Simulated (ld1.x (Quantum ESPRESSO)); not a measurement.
# An RRKJ potential for fluorine, from input to tests

Do these settings give a usable potential? It is generated, then checked for transferability, scattering, ghosts and hardness.

Program: ld1.x (Quantum ESPRESSO) 7.5. Reference atom: PBE, scalar-relativistic, spherical and spin-unpolarised. All values are calculated.

### 1 The atom and the settings

Typed settings, in words:

```
element                 : fluorine (F, Z = 9)
type                    : norm-conserving RRKJ (Kleinman–Bylander form)
frozen core             : [He]
valence charge          : 7
reference configuration : 2s2 2p5
partial waves           : 2s (bound): rc 0.70 bohr; 2p (bound): rc 1.45 bohr
local potential         : all-electron potential smoothed inside 0.55 bohr (lloc = -1)
core correction         : a·sin(br)/r model core inside 0.40 bohr
```

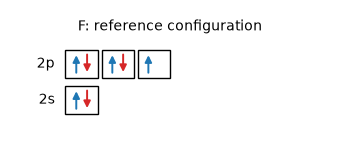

The outer shells as boxes. The arrows follow Hund's rule for the drawing; the calculation itself is spin-unpolarised.

An earlier all-electron run gives the scale for the radii.

All-electron outer shells of the reference configuration (PBE, scalar-relativistic, ld1.x):

```tsv
shell	level (eV)	outermost node (bohr)	outermost maximum (bohr)
1s	-663.37	–	0.11
2s	-29.90	0.24	0.76
2p	-11.11	–	0.71
```

### 2 Generating the potential

File F.in:

```
 &input
   title='F', zed=9., rel=1, dft='PBE', iswitch=3,
   config='[He] 2s2 2p5',
   nld=2, rlderiv=1.60, eminld=-4.0, emaxld=5.0, deld=0.02
 /
 &inputp
   pseudotype=2, tm=.false., lloc=-1, rcloc=0.55,
   nlcc=.true., rcore=0.40,
   file_pseudopw='F.UPF', file_wfcaegen='ae.wfc', file_wfcncgen='nc.wfc', file_beta='beta', file_chi='chi'
 /
2
2S  1  0   2.00   0.00  0.70  0.70  0.0
2P  2  1   5.00   0.00  1.45  1.45  0.0
 &test
   configts(1)='2s2 2p5'
 /
```

Command:

```sh
$ ld1.x < F.in > F.out
```

The output, F.out (without the banner and most projector matrices):

```text
     Program LD1 v.7.5
     --------------------------- All-electron run ----------------------------

     F
     scalar relativistic calculation

     atomic number is  9.00
     dft =PBE   lsd =0 sic =0 latt =0  beta=0.20 tr2=1.0E-14
     Exchange-correlation= PBE
                           (   1   4   3   4   0   0   0)
     mesh =1105 r(mesh) =  99.76081 a.u. xmin = -7.00 dx = 0.01250
     1 Ry =  13.60569312 eV, c = 137.03599908

     n l     nl                  e(Ry)          e(Ha)          e(eV)
     1 0     1S 1( 2.00)       -48.7570       -24.3785      -663.3734
     2 0     2S 1( 2.00)        -2.1976        -1.0988       -29.8996
     2 1     2P 1( 5.00)        -0.8167        -0.4083       -11.1117

     final scf error:  6.3E-15 reached in  26 iterations

     Etot =    -199.489330 Ry,     -99.744665 Ha,   -2714.190600 eV

     Ekin =     199.322998 Ry,      99.661499 Ha,    2711.927538 eV
     Encl =    -477.724055 Ry,    -238.862027 Ha,   -6499.766885 eV
     Eh   =      99.339620 Ry,      49.669810 Ha,    1351.584389 eV
     Exc  =     -20.427893 Ry,     -10.213946 Ha,    -277.935642 eV

     normalization and overlap integrals

     s(1S/1S) =  1.000000  <r> =   0.1763  <r2> =    0.0420  r(max) =   0.1139
     s(2S/2S) =  1.000000  <r> =   1.0034  <r2> =    1.2282  r(max) =   0.7617
     s(2P/2P) =  1.000000  <r> =   1.1050  <r2> =    1.6384  r(max) =   0.7066

     ------------------------ End of All-electron run ------------------------

     --------------------- Generating NC pseudopotential ---------------------

      Generating local potential from pseudized AE potential:
      Matching radius rcloc =   0.5500

      Local pseudo, rcloc= 0.550 Estimated cut-off energy=    78.48 Ry

      Computing core charge for nlcc:

       r > 0.40 : true rho core
       r < 0.40 : rho core = a sin(br)/r    a=   4.85  b=   6.66

      Integrated core pseudo-charge :   0.38

      Wfc   2S  rcut= 0.707  Estimated cut-off energy=      245.49 Ry
      This function has    0 nodes for 0 < r <    0.707

      Wfc   2P  rcut= 1.459  Estimated cut-off energy=       83.65 Ry
      This function has    0 nodes for 0 < r <    1.459

     ------------------- End of pseudopotential generation -------------------

     [... the all-electron block is printed once more ...]


     Computing logarithmic derivative in   1.60247
     Computing logarithmic derivative in   1.60247
     Computing the partial wave expansion
     R is outside the sphere for l=    0 j= 0.00
     R is outside the sphere for l=    1 j= 0.00

     ---------------------- Testing the pseudopotential ----------------------

     F
     scalar relativistic calculation

     atomic number is  9.00   valence charge is  7.00
     dft =PBE   lsd =0 sic =0 latt =0  beta=0.20 tr2=1.0E-14
     mesh =1105 r(mesh) =  99.76081 xmin = -7.00 dx = 0.01250

     n l     nl             e AE (Ry)        e PS (Ry)    De AE-PS (Ry)
     1 0     2S   1( 2.00)       -2.19758       -2.19764        0.00006
     2 1     2P   1( 5.00)       -0.81670       -0.81670        0.00000

     eps = 1.3E-16  iter =  4

     Etot =    -199.489330 Ry,     -99.744665 Ha,   -2714.190600 eV
     Etotps =   -48.048531 Ry,     -24.024265 Ha,    -653.733568 eV

     Ekin =      31.680140 Ry,      15.840070 Ha,     431.030259 eV
     Encl =    -111.918387 Ry,     -55.959194 Ha,   -1522.727229 eV
     Ehrt =      41.443967 Ry,      20.721983 Ha,     563.873896 eV
     Ecxc =      -9.784911 Ry,      -4.892456 Ha,    -133.130499 eV
     (Ecc =      -0.692977 Ry,      -0.346489 Ha,      -9.428435 eV)
     Epseu=       0.530661 Ry,       0.265330 Ha,       7.220004 eV

     ---------------------- End of pseudopotential test ----------------------
```

Run time: 0.81 s. Hardware: 1 thread of Neoverse-V1, shared host. (Generation and the later configuration tests together.)

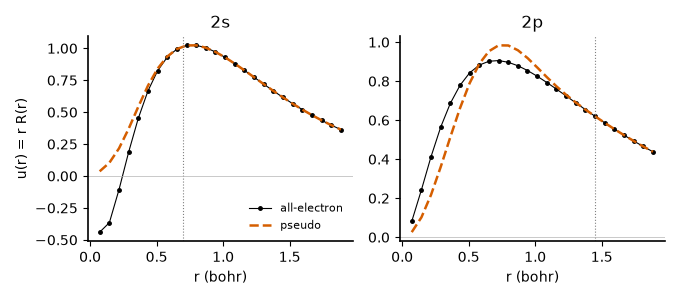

All-electron and pseudo partial waves (2s, 2p), with the matching radii dotted. The curves join 26 sampled radii.

### 3 Configuration tests

File F.test.in:

```
 &input
   title='F', zed=9., rel=1, dft='PBE', iswitch=2,
   config='[He] 2s2 2p5'
 /
 &test
   file_pseudo='F.UPF', nconf=8,
   configts(1)='2s2 2p5',
   configts(2)='2s2 2p4',
   configts(3)='2s2 2p3',
   configts(4)='2s2 2p2',
   configts(5)='2s2 2p1',
   configts(6)='2s1 2p5',
   configts(7)='2s1 2p6',
   configts(8)='2s2 2p5.3'
 /
```

Command:

```sh
$ ld1.x < F.test.in > F.test.out
```

F.test.out, the pseudopotential blocks:

```text
     ---------------------- Testing the pseudopotential ----------------------

     F
     scalar relativistic calculation

     atomic number is  9.00   valence charge is  7.00
     dft =PBE   lsd =0 sic =0 latt =0  beta=0.20 tr2=1.0E-14
     mesh =1105 r(mesh) =  99.76081 xmin = -7.00 dx = 0.01250

     n l     nl             e AE (Ry)        e PS (Ry)    De AE-PS (Ry)
     1 0     2S   1( 2.00)       -2.19758       -2.19764        0.00006
     2 1     2P   1( 5.00)       -0.81670       -0.81670        0.00000

     eps = 5.3E-15  iter = 12

     Etot =    -199.489330 Ry,     -99.744665 Ha,   -2714.190600 eV
     Etotps =   -48.048530 Ry,     -24.024265 Ha,    -653.733560 eV

     Ekin =      31.680140 Ry,      15.840070 Ha,     431.030264 eV
     Encl =    -111.918387 Ry,     -55.959193 Ha,   -1522.727224 eV
     Ehrt =      41.443967 Ry,      20.721983 Ha,     563.873893 eV
     Ecxc =      -9.784911 Ry,      -4.892456 Ha,    -133.130498 eV
     (Ecc =      -0.692977 Ry,      -0.346489 Ha,      -9.428435 eV)
     Epseu=       0.530661 Ry,       0.265330 Ha,       7.220005 eV

     ---------------------- End of pseudopotential test ----------------------

     ---------------------- Testing the pseudopotential ----------------------

     F
     scalar relativistic calculation

     atomic number is  9.00   valence charge is  7.00
     dft =PBE   lsd =0 sic =0 latt =0  beta=0.20 tr2=1.0E-14
     mesh =1105 r(mesh) =  99.76081 xmin = -7.00 dx = 0.01250

     n l     nl             e AE (Ry)        e PS (Ry)    De AE-PS (Ry)
     1 0     2S   1( 2.00)       -3.48292       -3.48669        0.00377
     2 1     2P   1( 4.00)       -2.08065       -2.07401       -0.00665  !

     eps = 6.3E-15  iter = 10

     Etot =    -198.064175 Ry,     -99.032088 Ha,   -2694.800384 eV
     Etotps =   -46.625431 Ry,     -23.312716 Ha,    -634.371312 eV
     dEtot_ae =       1.425155 Ry
     dEtot_ps =       1.423099 Ry,   Delta E=       0.002056 Ry

     Ekin =      29.561250 Ry,      14.780625 Ha,     402.201294 eV
     Encl =    -101.404652 Ry,     -50.702326 Ha,   -1379.680582 eV
     Ehrt =      32.914934 Ry,      16.457467 Ha,     447.830492 eV
     Ecxc =      -8.743147 Ry,      -4.371574 Ha,    -118.956576 eV
     (Ecc =      -0.692977 Ry,      -0.346489 Ha,      -9.428435 eV)
     Epseu=       1.046184 Ry,       0.523092 Ha,      14.234060 eV

     ---------------------- End of pseudopotential test ----------------------

     ---------------------- Testing the pseudopotential ----------------------

     F
     scalar relativistic calculation

     atomic number is  9.00   valence charge is  7.00
     dft =PBE   lsd =0 sic =0 latt =0  beta=0.20 tr2=1.0E-14
     mesh =1105 r(mesh) =  99.76081 xmin = -7.00 dx = 0.01250

     n l     nl             e AE (Ry)        e PS (Ry)    De AE-PS (Ry)
     1 0     2S   1( 2.00)       -4.99731       -4.99548       -0.00183
     2 1     2P   1( 3.00)       -3.60167       -3.56546       -0.03622  !

     eps = 2.2E-15  iter =  9

     Etot =    -195.242940 Ry,     -97.621470 Ha,   -2656.415526 eV
     Etotps =   -43.822821 Ry,     -21.911410 Ha,    -596.239849 eV
     dEtot_ae =       4.246390 Ry
     dEtot_ps =       4.225710 Ry,   Delta E=       0.020680 Ry

     Ekin =      26.002079 Ry,      13.001039 Ha,     353.776303 eV
     Encl =     -88.499168 Ry,     -44.249584 Ha,   -1204.092527 eV
     Ehrt =      24.315496 Ry,      12.157748 Ha,     330.829173 eV
     Ecxc =      -7.477268 Ry,      -3.738634 Ha,    -101.733409 eV
     (Ecc =      -0.692977 Ry,      -0.346489 Ha,      -9.428435 eV)
     Epseu=       1.836041 Ry,       0.918021 Ha,      24.980611 eV

     ---------------------- End of pseudopotential test ----------------------

     ---------------------- Testing the pseudopotential ----------------------

     F
     scalar relativistic calculation

     atomic number is  9.00   valence charge is  7.00
     dft =PBE   lsd =0 sic =0 latt =0  beta=0.20 tr2=1.0E-14
     mesh =1105 r(mesh) =  99.76081 xmin = -7.00 dx = 0.01250

     n l     nl             e AE (Ry)        e PS (Ry)    De AE-PS (Ry)
     1 0     2S   1( 2.00)       -6.70364       -6.67447       -0.02917  !
     2 1     2P   1( 2.00)       -5.34782       -5.24024       -0.10757  !

     eps = 3.3E-15  iter =  9

     Etot =    -190.786158 Ry,     -95.393079 Ha,   -2595.777923 eV
     Etotps =   -39.433471 Ry,     -19.716736 Ha,    -536.519711 eV
     dEtot_ae =       8.703171 Ry
     dEtot_ps =       8.615059 Ry,   Delta E=       0.088112 Ry

     Ekin =      21.015630 Ry,      10.507815 Ha,     285.932213 eV
     Encl =     -73.619915 Ry,     -36.809958 Ha,   -1001.649973 eV
     Ehrt =      16.366591 Ry,       8.183296 Ha,     222.678818 eV
     Ecxc =      -6.067689 Ry,      -3.033844 Ha,     -82.555110 eV
     (Ecc =      -0.692977 Ry,      -0.346489 Ha,      -9.428435 eV)
     Epseu=       2.871911 Ry,       1.435956 Ha,      39.074341 eV

     ---------------------- End of pseudopotential test ----------------------

     ---------------------- Testing the pseudopotential ----------------------

     F
     scalar relativistic calculation

     atomic number is  9.00   valence charge is  7.00
     dft =PBE   lsd =0 sic =0 latt =0  beta=0.20 tr2=1.0E-14
     mesh =1105 r(mesh) =  99.76081 xmin = -7.00 dx = 0.01250

     n l     nl             e AE (Ry)        e PS (Ry)    De AE-PS (Ry)
     1 0     2S   1( 2.00)       -8.57765       -8.48597       -0.09168  !
     2 1     2P   1( 1.00)       -7.29740       -7.05743       -0.23997  !

     eps = 7.3E-17  iter =  9

     Etot =    -184.479831 Ry,     -92.239915 Ha,   -2509.975963 eV
     Etotps =   -33.294815 Ry,     -16.647408 Ha,    -452.999038 eV
     dEtot_ae =      15.009499 Ry
     dEtot_ps =      14.753715 Ry,   Delta E=       0.255784 Ry

     Ekin =      14.651035 Ry,       7.325517 Ha,     199.337484 eV
     Encl =     -57.066983 Ry,     -28.533492 Ha,    -776.435863 eV
     Ehrt =       9.593030 Ry,       4.796515 Ha,     130.519821 eV
     Ecxc =      -4.587081 Ry,      -2.293541 Ha,     -62.410417 eV
     (Ecc =      -0.692977 Ry,      -0.346489 Ha,      -9.428435 eV)
     Epseu=       4.115184 Ry,       2.057592 Ha,      55.989937 eV

     ---------------------- End of pseudopotential test ----------------------

     ---------------------- Testing the pseudopotential ----------------------

     F
     scalar relativistic calculation

     atomic number is  9.00   valence charge is  7.00
     dft =PBE   lsd =0 sic =0 latt =0  beta=0.20 tr2=1.0E-14
     mesh =1105 r(mesh) =  99.76081 xmin = -7.00 dx = 0.01250

     n l     nl             e AE (Ry)        e PS (Ry)    De AE-PS (Ry)
     1 0     2S   1( 1.00)       -3.49542       -3.51131        0.01589  !
     2 1     2P   1( 5.00)       -2.08974       -2.09811        0.00837  !

     eps = 8.6E-15  iter = 11

     Etot =    -196.660171 Ry,     -98.330085 Ha,   -2675.697932 eV
     Etotps =   -45.212487 Ry,     -22.606243 Ha,    -615.147220 eV
     dEtot_ae =       2.829159 Ry
     dEtot_ps =       2.836044 Ry,   Delta E=      -0.006885 Ry

     Ekin =      33.325358 Ry,      16.662679 Ha,     453.414600 eV
     Encl =    -101.156091 Ry,     -50.578046 Ha,   -1376.298737 eV
     Ehrt =      32.756929 Ry,      16.378465 Ha,     445.680727 eV
     Ecxc =      -8.709113 Ry,      -4.354556 Ha,    -118.493513 eV
     (Ecc =      -0.692977 Ry,      -0.346489 Ha,      -9.428435 eV)
     Epseu=      -1.429570 Ry,      -0.714785 Ha,     -19.450297 eV

     ---------------------- End of pseudopotential test ----------------------

     ---------------------- Testing the pseudopotential ----------------------

     F
     scalar relativistic calculation

     atomic number is  9.00   valence charge is  7.00
     dft =PBE   lsd =0 sic =0 latt =0  beta=0.20 tr2=1.0E-14
     mesh =1105 r(mesh) =  99.76081 xmin = -7.00 dx = 0.01250

     n l     nl             e AE (Ry)        e PS (Ry)    De AE-PS (Ry)
     1 0     2S   1( 1.00)       -2.23280       -2.23659        0.00379
     2 1     2P   1( 6.00)       -0.84819       -0.85327        0.00507  !

     eps = 6.3E-15  iter = 10

     Etot =    -198.106554 Ry,     -99.053277 Ha,   -2695.376983 eV
     Etotps =   -46.666367 Ry,     -23.333184 Ha,    -634.928273 eV
     dEtot_ae =       1.382775 Ry
     dEtot_ps =       1.382163 Ry,   Delta E=       0.000612 Ry

     Ekin =      35.137972 Ry,      17.568986 Ha,     478.076465 eV
     Encl =    -111.499048 Ry,     -55.749524 Ha,   -1517.021836 eV
     Ehrt =      41.166205 Ry,      20.583103 Ha,     560.094754 eV
     Ecxc =      -9.730033 Ry,      -4.865016 Ha,    -132.383836 eV
     (Ecc =      -0.692977 Ry,      -0.346489 Ha,      -9.428435 eV)
     Epseu=      -1.741464 Ry,      -0.870732 Ha,     -23.693820 eV

     ---------------------- End of pseudopotential test ----------------------

     ---------------------- Testing the pseudopotential ----------------------

     F
     scalar relativistic calculation

     atomic number is  9.00   valence charge is  7.00
     dft =PBE   lsd =0 sic =0 latt =0  beta=0.20 tr2=1.0E-14
     mesh =1105 r(mesh) =  99.76081 xmin = -7.00 dx = 0.01250

     n l     nl             e AE (Ry)        e PS (Ry)    De AE-PS (Ry)
     1 0     2S   1( 2.00)       -1.86725       -1.86599       -0.00126
     2 1     2P   1( 5.30)       -0.49676       -0.49679        0.00003

     eps = 2.3E-15  iter = 13

     Etot =    -199.685554 Ry,     -99.842777 Ha,   -2716.860368 eV
     Etotps =   -48.244788 Ry,     -24.122394 Ha,    -656.403778 eV
     dEtot_ae =      -0.196224 Ry
     dEtot_ps =      -0.196257 Ry,   Delta E=       0.000033 Ry

     Ekin =      32.039663 Ry,      16.019831 Ha,     435.921821 eV
     Encl =    -114.510437 Ry,     -57.255219 Ha,   -1557.993870 eV
     Ehrt =      43.831091 Ry,      21.915545 Ha,     596.352369 eV
     Ecxc =     -10.038027 Ry,      -5.019013 Ha,    -136.574312 eV
     (Ecc =      -0.692977 Ry,      -0.346489 Ha,      -9.428435 eV)
     Epseu=       0.432923 Ry,       0.216461 Ha,       5.890214 eV

     ---------------------- End of pseudopotential test ----------------------
```

Excitation and ionisation energies from 2s2 2p5, with the error of the potential.

```tsv
valence configuration	charge	ΔE all-electron (eV)	error AE − PS (meV)
2s2 2p4	+1	19.390	+28
2s2 2p3	+2	57.775	+281
2s2 2p2	+3	118.413	+1199
2s2 2p1	+4	204.215	+3480
2s1 2p5	+1	38.493	-94
2s1 2p6	0	18.814	+8.3
2s2 2p5.3	-0.3	-2.670	+0.4
```

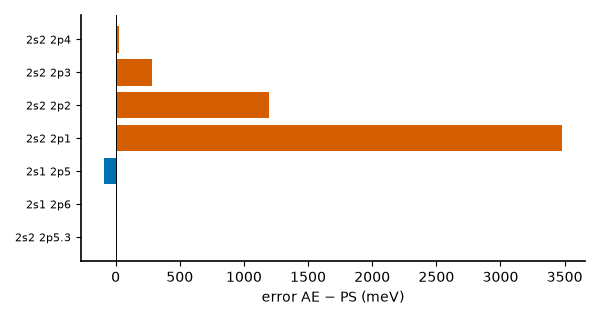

Error of the potential in each test configuration.

### 4 Logarithmic derivatives

Taken from the files of the generation run. The phase is arctan(r·u′/u) with u = r·R, unwrapped, with energies in Ry. A pole is an energy at which the radial function vanishes at the test radius. The pseudo phase is shifted by a multiple of π to meet the all-electron one at the reference energy. Levels narrower than the energy grid can be missing from the poles. The last column is the largest difference on the grid between −1 and +1 Ry.

| channel | radius (bohr) | reference (Ry) | poles AE | poles PS | window around the reference with phases within 0.05 rad (Ry) | largest difference near zero (rad) |
| --- | --- | --- | --- | --- | --- | --- |
| s | 1.60 | -2.20 | -1.21 | -1.21 | the whole range | 0.001 |
| p | 1.60 | -0.82 | 0.19 | 0.21 | below 3.2 | 0.007 |

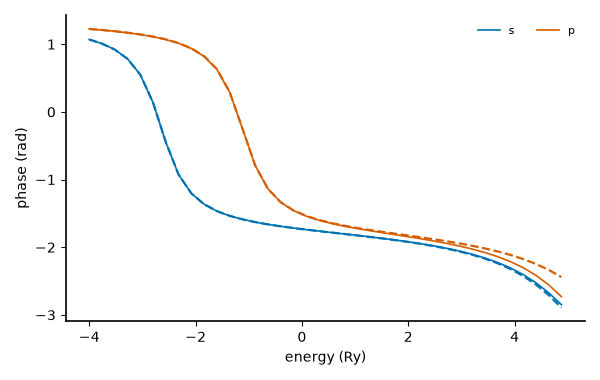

Phases by channel: all-electron solid, pseudo dashed.

### 5 Cutoff and ghost test in a Bessel basis

A separate test, outside the generator: the pseudo-atom's Hamiltonian at the reference potential is diagonalised in spherical Bessel functions j_l(qr) that vanish at 20 bohr, with q² up to the cutoff.

All-electron valence levels (Ry): 2s -2.1976, 2p -0.8167. The lowest levels of each channel (Ry) by cutoff; the last column sums, over occupied levels, occupation times the distance from the level at 400 Ry. A positive value at high cutoff is not a bound level.

```tsv
cutoff (Ry)	s #1	p #1	d #1	f #1	Σ f·Δε (mRy)
8	-1.7771	-0.0163	0.0806	0.1213	4842.9
21	-1.8368	-0.3725	0.0806	0.1213	2942.5
45	-1.9895	-0.7980	0.0806	0.1213	509.9
80	-2.1345	-0.8166	0.0806	0.1213	126.8
140	-2.1923	-0.8167	0.0806	0.1213	10.7
160	-2.1954	-0.8167	0.0806	0.1213	4.6
200	-2.1974	-0.8167	0.0806	0.1213	0.5
260	-2.1976	-0.8167	0.0806	0.1213	0.1
400	-2.1976	-0.8167	0.0806	0.1213	0.0
```

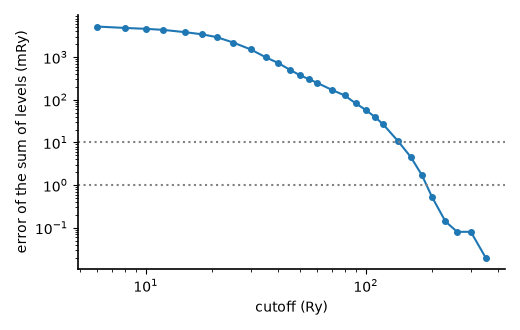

Occupation-weighted error of the valence levels against the cutoff; the dotted lines mark 10 and 1 mRy.

The sum stays within 10 mRy from 160 Ry and within 1 mRy from 200 Ry. The sum leaves out empty levels, which can need more. Ghost test: no level below the all-electron spectrum of its channel (s, p, d, f tested).

### 6 Outcome

| quantity | value |
| --- | --- |
| cutoffs for 10 and 1 mRy, occupied levels | 160 Ry and 200 Ry |
| bound ghosts | none found |
| largest test error (AE − PS) | +3480 meV, for 2s2 2p1 |
| largest phase difference near zero energy, channels read | 0.007 rad |

In words: The worst unpolarised test, 2s2 2p1, is off by 3480 meV on 204.2 eV; by total energies transferability rates as poor. That test lies far up in energy; among those under 40 eV, nearer to bonding, the largest error is 94 meV. The potential is very hard: the looser tolerance needs 160 Ry. The slowest occupied level is 2s: taken alone it needs 180 Ry to come within 1 mRy, against 70 Ry for 2p. No bound ghost shows below the valence levels. Near zero energy the phases of the channels with partial waves agree within 0.007 rad. These are tests on the free atom; a crystal test is still owed.
